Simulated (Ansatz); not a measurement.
# H2O2 (triplet): RPA-PBE over a scan of the distance O1–H3 along a hydrogen transfer, cc-pVDZ

How well do these functionals follow the top wave-function level for H2O2 (triplet) over a scan of the distance O1–H3 along a hydrogen transfer?

Program: Ansatz 0.2.0, Gaussian basis. Level of theory: cc-pVDZ, all electrons in the functionals, frozen cores in the correlation of double hybrids and RPA. These are calculated values, not measurements.

The runs, in order: RPA-PBE, at 0.892 Å; 0.960 Å; 1.000 Å; 1.040 Å; 1.080 Å; 1.120 Å; 1.161 Å; 1.201 Å; 1.241 Å.

7 further runs of the same task are left out: 7 that didn't finish.

## 1. The geometry

The geometry derives from fragments relaxed apart (PBE0/def2-TZVP) and kept rigid, so it is no stationary point. A hydrogen atom is moved between rigid fragments.

4 atoms, charge 0, spin multiplicity 3.

Atoms are counted from 1 here; the program's logs count them from 0.

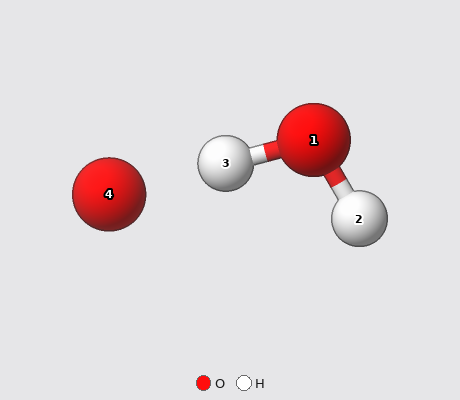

The geometry (oxygen red, hydrogen white); atoms are numbered from 1 in the order of the file.

No dispersion term is added.

The geometry shown and the zero of energy belong to the point 0.960 Å. The yardstick, UCCSDT(Q), and other wave-function levels (R restricted, U unrestricted, valence and pair active spaces) come from earlier runs.

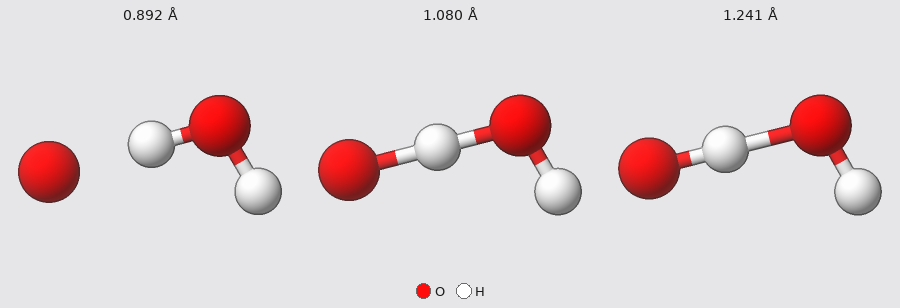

Three points of the scan; sticks are drawn by distance.

## 2. RPA-PBE, 0.892 Å

Input file in.yaml:

```yaml
crystal:
  periodic: [false, false, false]
  atoms:
    - {symbol: O, position_ang: [-1.068434, -0.027457, 0.000000]}
    - {symbol: H, position_ang: [-1.317744, 0.899119, 0.000000]}
    - {symbol: H, position_ang: [-0.176434, -0.027457, 0.000000]}
    - {symbol: O, position_ang: [1.162566, -0.027457, 0.000000]}
basis:
  gaussian: {orbitals: cc-pVDZ}
magnetization: {spin_polarized: true, initial_magnetization: 2}
hamiltonian: {xc: {name: PBE}}
correlation: {method: rpa, electrons: outside_noble_gas}
```

Started as:

```
$ ansatz run in.yaml --threads 1 --pin off --events-out ev --progress --plain --max-ram 2393MiB
```

What it wrote:

```text
Functional definition: PBE
  name "PBE"
  cite "Perdew, Burke & Ernzerhof, Phys. Rev. Lett. 77, 3865 (1996) doi:10.1103/PhysRevLett.77.3865"
  parent pbe
  parameter kappa = 0.804
  parameter beta = 0.06672455060314922
  exchange = pbe_x(kappa = kappa, mu = beta*pi^2/3)
  correlation = pbe_c(beta = beta)
341 factors; integrals over basis functions are off by at most 1.4e-3 eV
mean field evaluation 1: about -4111.0708 eV, gradient 4.1e1 eV
mean field evaluation 2: about -4111.0672 eV, gradient 4.1e1 eV
mean field evaluation 4: about -4113.7461 eV, gradient 2.6e1 eV
mean field evaluation 8: about -4117.0436 eV, gradient 1.0e0 eV
mean field evaluation 16: about -4117.1660 eV, gradient 1.4e-1 eV
mean field evaluation 32: about -4116.9400 eV, gradient 3.3e0 eV
mean field evaluation 64: about -4117.1725 eV, gradient 3.1e-6 eV
mean field evaluation 96: about -4108.0359 eV, gradient 3.5e1 eV
mean field evaluation 128: about -4117.1725 eV, gradient 8.4e-2 eV
mean field evaluation 160: about -4060.4021 eV, gradient 7.0e1 eV
mean field -4117.17250849 eV, -151.3032989671 hartree, gradient 1.9e-6 eV, S^2 2.002666; 12 other end points of the search recorded, 0 dependent functions left out
2 core orbitals not correlated: weight in the atoms' cores, before any rotation towards them, 1.000 or more for the frozen orbitals, at most 0.000 for the correlated occupied ones
reference -4101.49771136 eV, -150.7272607977 hartree; 8, 6 occupied and 28, 30 virtual orbitals, 341 factors
Total energy: -4116.32180185 eV, -151.2720360749 hartree
```

Wall time 6.5 s (1 thread of Arm Neoverse V1, shared host).

From the report: ⟨S²⟩ of the determinant 2.003 (pure triplet: 2.00).

## 3. RPA-PBE, 0.960 Å

Input file in.yaml:

```yaml
crystal:
  periodic: [false, false, false]
  atoms:
    - {symbol: O, position_ang: [-1.070435, -0.027457, 0.000000]}
    - {symbol: H, position_ang: [-1.319745, 0.899119, 0.000000]}
    - {symbol: H, position_ang: [-0.110906, -0.027457, 0.000000]}
    - {symbol: O, position_ang: [1.160565, -0.027457, 0.000000]}
basis:
  gaussian: {orbitals: cc-pVDZ}
magnetization: {spin_polarized: true, initial_magnetization: 2}
hamiltonian: {xc: {name: PBE}}
correlation: {method: rpa, electrons: outside_noble_gas}
```

Launched as before.

What it wrote, cut to the lines that bear on the results:

```text
Functional definition: PBE
  name "PBE"
  cite "Perdew, Burke & Ernzerhof, Phys. Rev. Lett. 77, 3865 (1996) doi:10.1103/PhysRevLett.77.3865"
  parent pbe
[...]
343 factors; integrals over basis functions are off by at most 1.4e-3 eV
[...]
mean field -4117.44535753 eV, -151.3133259844 hartree, gradient 5.4e-6 eV, S^2 2.003113; 14 other end points of the search recorded, 0 dependent functions left out
2 core orbitals not correlated: weight in the atoms' cores, before any rotation towards them, 1.000 or more for the frozen orbitals, at most 0.000 for the correlated occupied ones
reference -4101.36221161 eV, -150.7222812734 hartree; 8, 6 occupied and 28, 30 virtual orbitals, 343 factors
Total energy: -4116.52355248 eV, -151.2794502738 hartree
```

Wall time 7 s (1 thread of Arm Neoverse V1, shared host).

From the report: ⟨S²⟩ of the determinant 2.003 (pure triplet: 2.00).

## 4. RPA-PBE, 1.000 Å

Input file in.yaml:

```yaml
crystal:
  periodic: [false, false, false]
  atoms:
    - {symbol: O, position_ang: [-1.071635, -0.027457, 0.000000]}
    - {symbol: H, position_ang: [-1.320944, 0.899119, 0.000000]}
    - {symbol: H, position_ang: [-0.071635, -0.027457, 0.000000]}
    - {symbol: O, position_ang: [1.159365, -0.027457, 0.000000]}
basis:
  gaussian: {orbitals: cc-pVDZ}
magnetization: {spin_polarized: true, initial_magnetization: 2}
hamiltonian: {xc: {name: PBE}}
correlation: {method: rpa, electrons: outside_noble_gas}
```

Launched as before.

What it wrote, cut to the lines that bear on the results:

```text
Functional definition: PBE
  name "PBE"
  cite "Perdew, Burke & Ernzerhof, Phys. Rev. Lett. 77, 3865 (1996) doi:10.1103/PhysRevLett.77.3865"
  parent pbe
[...]
343 factors; integrals over basis functions are off by at most 1.5e-3 eV
[...]
mean field -4117.50786468 eV, -151.3156230801 hartree, gradient 6.0e-6 eV, S^2 2.003409; 14 other end points of the search recorded, 0 dependent functions left out
2 core orbitals not correlated: weight in the atoms' cores, before any rotation towards them, 1.000 or more for the frozen orbitals, at most 0.000 for the correlated occupied ones
reference -4101.18775746 eV, -150.7158702018 hartree; 8, 6 occupied and 28, 30 virtual orbitals, 343 factors
Total energy: -4116.54960495 eV, -151.2804076845 hartree
```

Wall time 7 s (1 thread of Arm Neoverse V1, shared host).

From the report: ⟨S²⟩ of the determinant 2.003 (pure triplet: 2.00).

From 0.960 Å: -2.5 kJ/mol.

## 5. RPA-PBE, 1.040 Å

Input file in.yaml:

```yaml
crystal:
  periodic: [false, false, false]
  atoms:
    - {symbol: O, position_ang: [-1.072820, -0.027457, 0.000000]}
    - {symbol: H, position_ang: [-1.322130, 0.899119, 0.000000]}
    - {symbol: H, position_ang: [-0.032820, -0.027457, 0.000000]}
    - {symbol: O, position_ang: [1.158180, -0.027457, 0.000000]}
basis:
  gaussian: {orbitals: cc-pVDZ}
magnetization: {spin_polarized: true, initial_magnetization: 2}
hamiltonian: {xc: {name: PBE}}
correlation: {method: rpa, electrons: outside_noble_gas}
```

Same command.

What it wrote, cut to the lines that bear on the results:

```text
Functional definition: PBE
  name "PBE"
  cite "Perdew, Burke & Ernzerhof, Phys. Rev. Lett. 77, 3865 (1996) doi:10.1103/PhysRevLett.77.3865"
  parent pbe
[...]
344 factors; integrals over basis functions are off by at most 1.6e-3 eV
[...]
mean field -4117.52413798 eV, -151.3162211125 hartree, gradient 1.8e-6 eV, S^2 2.003689; 14 other end points of the search recorded, 0 dependent functions left out
2 core orbitals not correlated: weight in the atoms' cores, before any rotation towards them, 1.000 or more for the frozen orbitals, at most 0.000 for the correlated occupied ones
reference -4100.98750727 eV, -150.7085111431 hartree; 8, 6 occupied and 28, 30 virtual orbitals, 344 factors
Total energy: -4116.53765425 eV, -151.2799685041 hartree
```

Run time: 7 s. Hardware: 1 thread of Arm Neoverse V1, shared host.

From the report: ⟨S²⟩ of the determinant 2.004 (pure triplet: 2.00).

From 0.960 Å: -1.4 kJ/mol.

## 6. RPA-PBE, 1.080 Å

Input file in.yaml:

```yaml
crystal:
  periodic: [false, false, false]
  atoms:
    - {symbol: O, position_ang: [-1.074005, -0.027457, 0.000000]}
    - {symbol: H, position_ang: [-1.323315, 0.899119, 0.000000]}
    - {symbol: H, position_ang: [0.005995, -0.027457, 0.000000]}
    - {symbol: O, position_ang: [1.156995, -0.027457, 0.000000]}
basis:
  gaussian: {orbitals: cc-pVDZ}
magnetization: {spin_polarized: true, initial_magnetization: 2}
hamiltonian: {xc: {name: PBE}}
correlation: {method: rpa, electrons: outside_noble_gas}
```

Launched as before.

What it wrote, cut to the lines that bear on the results:

```text
Functional definition: PBE
  name "PBE"
  cite "Perdew, Burke & Ernzerhof, Phys. Rev. Lett. 77, 3865 (1996) doi:10.1103/PhysRevLett.77.3865"
  parent pbe
[...]
344 factors; integrals over basis functions are off by at most 1.6e-3 eV
[...]
mean field -4117.51057591 eV, -151.3157227158 hartree, gradient 2.4e-6 eV, S^2 2.003924; 13 other end points of the search recorded, 0 dependent functions left out
2 core orbitals not correlated: weight in the atoms' cores, before any rotation towards them, 1.000 or more for the frozen orbitals, at most 0.000 for the correlated occupied ones
reference -4100.78600772 eV, -150.7011061711 hartree; 8, 6 occupied and 28, 30 virtual orbitals, 344 factors
Total energy: -4116.50571300 eV, -151.2787946851 hartree
```

It took 6.5 s on 1 thread of Arm Neoverse V1, shared host.

From the report: ⟨S²⟩ of the determinant 2.004 (pure triplet: 2.00).

From 0.960 Å: +1.7 kJ/mol.

## 7. RPA-PBE, 1.120 Å

Input file in.yaml:

```yaml
crystal:
  periodic: [false, false, false]
  atoms:
    - {symbol: O, position_ang: [-1.075191, -0.027457, 0.000000]}
    - {symbol: H, position_ang: [-1.324500, 0.899119, 0.000000]}
    - {symbol: H, position_ang: [0.044809, -0.027457, 0.000000]}
    - {symbol: O, position_ang: [1.155809, -0.027457, 0.000000]}
basis:
  gaussian: {orbitals: cc-pVDZ}
magnetization: {spin_polarized: true, initial_magnetization: 2}
hamiltonian: {xc: {name: PBE}}
correlation: {method: rpa, electrons: outside_noble_gas}
```

Launched as before.

What it wrote, cut to the lines that bear on the results:

```text
Functional definition: PBE
  name "PBE"
  cite "Perdew, Burke & Ernzerhof, Phys. Rev. Lett. 77, 3865 (1996) doi:10.1103/PhysRevLett.77.3865"
  parent pbe
[...]
344 factors; integrals over basis functions are off by at most 1.6e-3 eV
[...]
mean field -4117.47621960 eV, -151.3144601447 hartree, gradient 5.3e-6 eV, S^2 2.004087; 14 other end points of the search recorded, 0 dependent functions left out
2 core orbitals not correlated: weight in the atoms' cores, before any rotation towards them, 1.000 or more for the frozen orbitals, at most 0.000 for the correlated occupied ones
reference -4100.60257976 eV, -150.6943653179 hartree; 8, 6 occupied and 28, 30 virtual orbitals, 344 factors
Total energy: -4116.46400264 eV, -151.2772618577 hartree
```

Run time: 6.5 s. Hardware: 1 thread of Arm Neoverse V1, shared host.

From the report: ⟨S²⟩ of the determinant 2.004 (pure triplet: 2.00).

From 0.960 Å: +5.7 kJ/mol.

## 8. RPA-PBE, 1.161 Å

Input file in.yaml:

```yaml
crystal:
  periodic: [false, false, false]
  atoms:
    - {symbol: O, position_ang: [-1.076406, -0.027457, 0.000000]}
    - {symbol: H, position_ang: [-1.325715, 0.899119, 0.000000]}
    - {symbol: H, position_ang: [0.084594, -0.027457, 0.000000]}
    - {symbol: O, position_ang: [1.154594, -0.027457, 0.000000]}
basis:
  gaussian: {orbitals: cc-pVDZ}
magnetization: {spin_polarized: true, initial_magnetization: 2}
hamiltonian: {xc: {name: PBE}}
correlation: {method: rpa, electrons: outside_noble_gas}
```

The command is unchanged.

What it wrote, cut to the lines that bear on the results:

```text
Functional definition: PBE
  name "PBE"
  cite "Perdew, Burke & Ernzerhof, Phys. Rev. Lett. 77, 3865 (1996) doi:10.1103/PhysRevLett.77.3865"
  parent pbe
[...]
344 factors; integrals over basis functions are off by at most 1.6e-3 eV
[...]
mean field -4117.42242350 eV, -151.3124831746 hartree, gradient 6.7e-6 eV, S^2 2.004161; 14 other end points of the search recorded, 0 dependent functions left out
2 core orbitals not correlated: weight in the atoms' cores, before any rotation towards them, 1.000 or more for the frozen orbitals, at most 0.000 for the correlated occupied ones
reference -4100.44409828 eV, -150.6885412310 hartree; 8, 6 occupied and 28, 30 virtual orbitals, 344 factors
Total energy: -4116.41424497 eV, -151.2754332970 hartree
```

It took 6.5 s on 1 thread of Arm Neoverse V1, shared host.

From the report: ⟨S²⟩ of the determinant 2.004 (pure triplet: 2.00).

From 0.960 Å: +10.5 kJ/mol.

## 9. RPA-PBE, 1.201 Å

Input file in.yaml:

```yaml
crystal:
  periodic: [false, false, false]
  atoms:
    - {symbol: O, position_ang: [-1.077591, -0.027457, 0.000000]}
    - {symbol: H, position_ang: [-1.326900, 0.899119, 0.000000]}
    - {symbol: H, position_ang: [0.123409, -0.027457, 0.000000]}
    - {symbol: O, position_ang: [1.153409, -0.027457, 0.000000]}
basis:
  gaussian: {orbitals: cc-pVDZ}
magnetization: {spin_polarized: true, initial_magnetization: 2}
hamiltonian: {xc: {name: PBE}}
correlation: {method: rpa, electrons: outside_noble_gas}
```

The command is unchanged.

What it wrote, cut to the lines that bear on the results:

```text
Functional definition: PBE
  name "PBE"
  cite "Perdew, Burke & Ernzerhof, Phys. Rev. Lett. 77, 3865 (1996) doi:10.1103/PhysRevLett.77.3865"
  parent pbe
[...]
343 factors; integrals over basis functions are off by at most 1.5e-3 eV
[...]
mean field -4117.34843984 eV, -151.3097643250 hartree, gradient 2.5e-6 eV, S^2 2.004142; 14 other end points of the search recorded, 0 dependent functions left out
2 core orbitals not correlated: weight in the atoms' cores, before any rotation towards them, 1.000 or more for the frozen orbitals, at most 0.000 for the correlated occupied ones
reference -4100.31791436 eV, -150.6839040575 hartree; 8, 6 occupied and 28, 30 virtual orbitals, 343 factors
Total energy: -4116.35464074 eV, -151.2732428816 hartree
```

Wall time 6.5 s (1 thread of Arm Neoverse V1, shared host).

From the report: ⟨S²⟩ of the determinant 2.004 (pure triplet: 2.00).

From 0.960 Å: +16.3 kJ/mol.

## 10. RPA-PBE, 1.241 Å

Input file in.yaml:

```yaml
crystal:
  periodic: [false, false, false]
  atoms:
    - {symbol: O, position_ang: [-1.078776, -0.027457, 0.000000]}
    - {symbol: H, position_ang: [-1.328086, 0.899119, 0.000000]}
    - {symbol: H, position_ang: [0.162224, -0.027457, 0.000000]}
    - {symbol: O, position_ang: [1.152224, -0.027457, 0.000000]}
basis:
  gaussian: {orbitals: cc-pVDZ}
magnetization: {spin_polarized: true, initial_magnetization: 2}
hamiltonian: {xc: {name: PBE}}
correlation: {method: rpa, electrons: outside_noble_gas}
```

The command is unchanged.

What it wrote, cut to the lines that bear on the results:

```text
Functional definition: PBE
  name "PBE"
  cite "Perdew, Burke & Ernzerhof, Phys. Rev. Lett. 77, 3865 (1996) doi:10.1103/PhysRevLett.77.3865"
  parent pbe
[...]
343 factors; integrals over basis functions are off by at most 1.4e-3 eV
[...]
mean field -4117.24357118 eV, -151.3059104730 hartree, gradient 7.5e-7 eV, S^2 2.004047; 13 other end points of the search recorded, 0 dependent functions left out
2 core orbitals not correlated: weight in the atoms' cores, before any rotation towards them, 1.000 or more for the frozen orbitals, at most 0.000 for the correlated occupied ones
reference -4100.20784457 eV, -150.6798590674 hartree; 8, 6 occupied and 28, 30 virtual orbitals, 343 factors
Total energy: -4116.27288815 eV, -151.2702385296 hartree
```

It took 7 s on 1 thread of Arm Neoverse V1, shared host.

From the report: ⟨S²⟩ of the determinant 2.004 (pure triplet: 2.00).

From 0.960 Å: +24.2 kJ/mol.

## 11. Against the wave-function levels

The yardstick is UCCSDT(Q), where the cluster series has nearly closed. It comes from earlier runs at the same points. Energies in kJ/mol, counted from 0.960 Å; blanks weren't run or aren't comparable.

```tsv
level	0.892 Å	0.960 Å	1.000 Å	1.040 Å	1.080 Å	1.120 Å	1.161 Å	1.201 Å	1.241 Å
UCCSDT(Q)	9.5	0.0	3.9	11.0	18.9	25.9	31.3	35.3	39.5
RPA-PBE	19.5	0.0	-2.5	-1.4	1.7	5.7	10.5	16.3	24.2
```

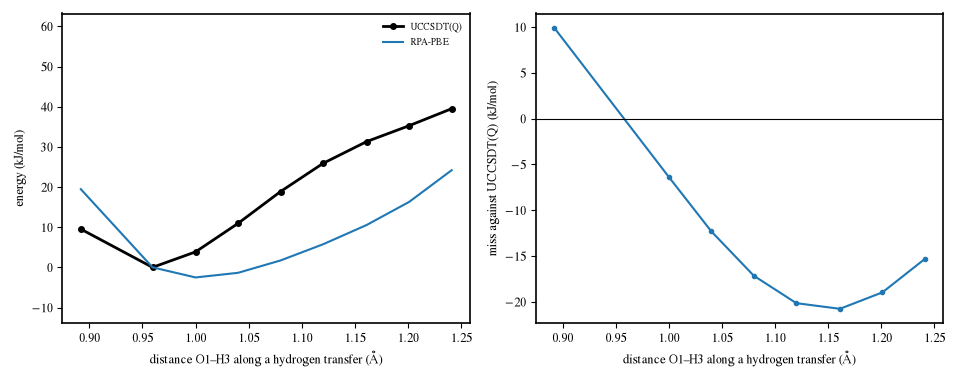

Left: the curves (the axis may cut off levels that run far away). Right: misses against UCCSDT(Q), in the same colours.

Largest miss and mean time a point (UCCSDT(Q) took 45 s a point; shared hosts):

```tsv
level	largest miss (kJ/mol)	where	time a point
RPA-PBE	-20.8	1.161 Å	6.7 s
```

## 12. Summary of results

| quantity | value |
| --- | --- |
| span of the UCCSDT(Q) curve | 39.5 kJ/mol |
| largest miss, RPA-PBE | -20.8 kJ/mol (1.161 Å) |

What this shows: RPA-PBE strays by up to 20.8 kJ/mol, at 1.161 Å. Functionals and the yardstick converge differently with the basis, so part of each miss in cc-pVDZ is the basis.
